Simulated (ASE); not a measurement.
Pair distribution function (Be-S) of BeS (zinc blende), cell Be32S32, begun in the crystal structure [in the run: it stayed crystalline; mean temperature 307 K (target 300 K); density 2.32 g/cm³, volume +2 % from the start crystal's], from MD at 307 K. The numbers are results of the machine-learned potential CHGNet 0.3.0 run with ASE, not measurements. Volume per atom 14.73 Å³, mean pressure 0.0 GPa. 

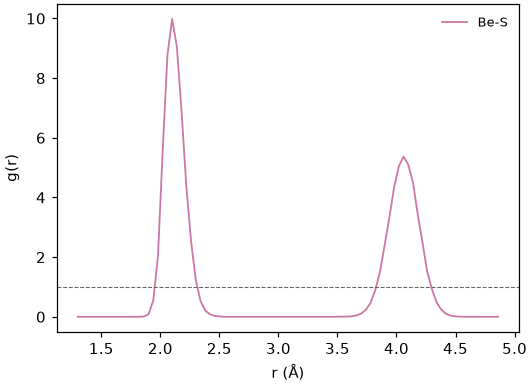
Figure. Pair distribution from the trajectory

Q: Read off the position and height of the first peak of the Be-S curve, where the first shell ends and the number of neighbours in it.

A: first peak at 2.11 Å with height 10; g is nil from 2.5 to 3.6 Å, so any cut there serves; 4.0 S round each Be and 4.0 Be round each S in the shell, from n = 4πρ∫r²g(r)dr.
